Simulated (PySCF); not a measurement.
**C$_{7}$H$_{18}$Si$_{2}$: NMR shielding calculation**

C$_{7}$H$_{18}$Si$_{2}$, computed with GIAO PBE0/pcSseg-1 NMR shielding, non-relativistic, IEF-PCM chloroform (PySCF 2.14.0).

The geometry comes from this level: PBE0-D3(BJ)/def2-SVP. It belongs to a series of runs on one base structure; here: solvent chloroform. Figures and captions count atoms from 1; the log counts them from 0 in places.

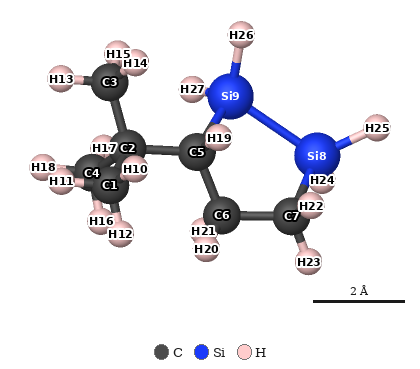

Figure 1. The input geometry (ball-and-stick view, seen at a tilt; atoms are numbered from 1 in the order of the input). Bond lengths as drawn: C–C 1.53 to 1.55 Å, C–H 1.10 to 1.11 Å, C–Si 1.91 to 1.92 Å, H–Si 1.50 Å and Si–Si 2.34 Å.

Summary:

```csv
quantity,value
outcome,converged
total energy,−855.931199 hartree
HOMO,−7.25 eV
LUMO,0.40 eV
dipole moment,1.46 D
"isotropic shielding, C",139.7 to 173.2 ppm
"isotropic shielding, Si",415.5 to 423.6 ppm
"isotropic shielding, H",27.4 to 30.7 ppm
hardware,"1 CPU thread, shared host"
wall time,74 s
peak memory,1.4 GiB
```

Input:
```
{"job": {"kind": "nmr", "xc": "PBE0", "basis": "pcSseg-1", "solvent": "chloroform", "pop": false}, "charge": 0, "multiplicity": 1}
C     -1.726409    -1.488620    -0.461517
C     -1.278784    -0.025565    -0.354586
C     -2.223442     0.692578     0.613249
C     -1.381638     0.630572    -1.733937
C      0.167645     0.046726     0.200904
C      1.256511    -0.577017    -0.692530
C      2.630665    -0.599677    -0.009748
Si     3.053207     1.168596     0.567462
Si     0.800994     1.776799     0.754129
H     -1.666805    -1.992886     0.516334
H     -2.770656    -1.549858    -0.807399
H     -1.111838    -2.057738    -1.174410
H     -3.270146     0.594306     0.284491
H     -2.148116     0.272113     1.629018
H     -1.998820     1.769897     0.677276
H     -0.778249     0.099335    -2.484682
H     -1.047322     1.679406    -1.709704
H     -2.425694     0.621937    -2.084838
H      0.168872    -0.526206     1.150756
H      0.968534    -1.602040    -0.981357
H      1.332477    -0.009559    -1.637628
H      2.598533    -1.254948     0.878240
H      3.403599    -1.010642    -0.678181
H      3.789191     1.926352    -0.493882
H      3.871414     1.198066     1.819393
H      0.335882     2.145637     2.126590
H      0.404287     2.877295    -0.180999
```

The first line tells a small driver script what to run in PySCF; the rest is the geometry in Å.

Command:
```bash
OMP_NUM_THREADS=1 python <driver script> task.json out
```

Log:
```
coarse grid: 22016 points
cycle   1  E = -855.8061705316  dE =  5.357e-01  |g| = 4.949e-01  |ddm| = 4.453e+00
cycle   2  E = -855.7775184681  dE =  2.865e-02  |g| = 5.939e-01  |ddm| = 1.086e+00
cycle   3  E = -855.8732261075  dE = -9.571e-02  |g| = 5.597e-02  |ddm| = 6.698e-01
cycle   4  E = -855.8738185716  dE = -5.925e-04  |g| = 2.986e-02  |ddm| = 9.211e-02
cycle   5  E = -855.8740360914  dE = -2.175e-04  |g| = 4.055e-03  |ddm| = 3.067e-02
cycle   6  E = -855.8740393215  dE = -3.230e-06  |g| = 1.555e-03  |ddm| = 4.766e-03
final grid: 199008 points
cycle   7  E = -855.9311696364  dE = -8.830e-05  |g| = 1.056e-02  |ddm| = 5.171e-02
cycle   8  E = -855.9311525198  dE =  1.712e-05  |g| = 1.318e-02  |ddm| = 2.412e-02
cycle   9  E = -855.9311992513  dE = -4.673e-05  |g| = 9.065e-04  |ddm| = 1.414e-02
cycle  10  E = -855.9311994156  dE = -1.643e-07  |g| = 3.924e-04  |ddm| = 1.409e-03
cycle  11  E = -855.9311994527  dE = -3.714e-08  |g| = 6.358e-05  |ddm| = 3.885e-04
cycle  12  E = -855.9311994535  dE = -7.710e-10  |g| = 2.554e-05  |ddm| = 7.854e-05
```

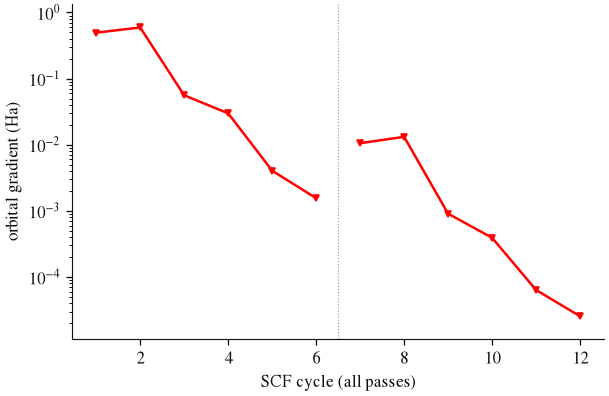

Figure 2. Convergence of the self-consistent field: orbital gradient against the SCF cycle. The dotted line marks the change from a coarse to the final integration grid. The first 6 cycles use a coarse grid, the final grid takes over at cycle 7, and the field converges after 12 cycles in all.

```
converged SCF energy = -855.9311994535

GIAO shielding tensors (ppm)
atom      isotropic    diamagn.    paramagn.     s11        s22        s33       span
  0 C      152.751     248.331     -95.580    129.441    143.182    185.630     56.189
  1 C      152.044     240.935     -88.891    147.375    149.140    159.617     12.242
  2 C      148.295     249.048    -100.753    127.187    136.961    180.736     53.549
  3 C      160.154     248.453     -88.299    147.334    148.499    184.629     37.296
  4 C      139.723     254.463    -114.740    117.805    129.917    171.448     53.644
  5 C      155.698     248.693     -92.994    137.368    162.868    166.859     29.491
  6 C      173.205     250.632     -77.427    158.133    166.338    195.145     37.011
  7 Si     415.545     880.505    -464.959    381.734    395.837    469.064     87.330
  8 Si     423.562     882.184    -458.622    394.882    403.609    472.194     77.311
  9 H       30.505      31.794      -1.289     26.883     27.899     36.732      9.849
 10 H       30.296      31.387      -1.091     26.263     27.613     37.013     10.750
 11 H       29.692      32.039      -2.346     24.729     29.245     35.103     10.373
 12 H       30.216      31.282      -1.066     26.072     27.550     37.026     10.955
 13 H       30.173      31.800      -1.627     26.682     27.903     35.935      9.253
 14 H       30.045      31.712      -1.667     25.314     29.894     34.926      9.612
 15 H       30.302      32.099      -1.798     25.649     29.485     35.771     10.123
 16 H       30.130      32.119      -1.988     25.073     29.776     35.542     10.469
 17 H       30.571      31.340      -0.769     26.655     27.824     37.236     10.582
 18 H       30.570      36.118      -5.548     27.242     31.143     33.326      6.085
 19 H       29.077      33.306      -4.229     21.764     30.598     34.868     13.104
 20 H       30.218      33.787      -3.569     24.802     31.105     34.747      9.945
 21 H       30.658      30.835      -0.176     25.510     28.506     37.959     12.449
 22 H       29.793      28.422       1.372     23.982     27.241     38.157     14.176
 23 H       27.554      28.819      -1.265     24.345     24.628     33.689      9.343
 24 H       27.424      28.510      -1.086     24.057     24.509     33.705      9.648
 25 H       27.580      30.196      -2.616     23.491     25.898     33.351      9.860
 26 H       27.474      30.539      -3.065     23.355     26.776     32.291      8.936
```

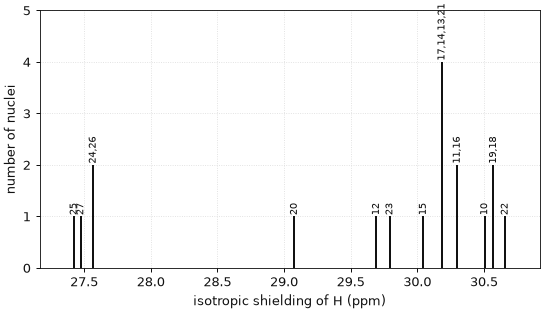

Figure 3. Isotropic shieldings of the hydrogen nuclei in this fixed geometry, labelled by atom number; shielding grows to the right, so chemical shift grows to the left. The least shielded is H25 (27.4 ppm), the most shielded H22 (30.7 ppm).
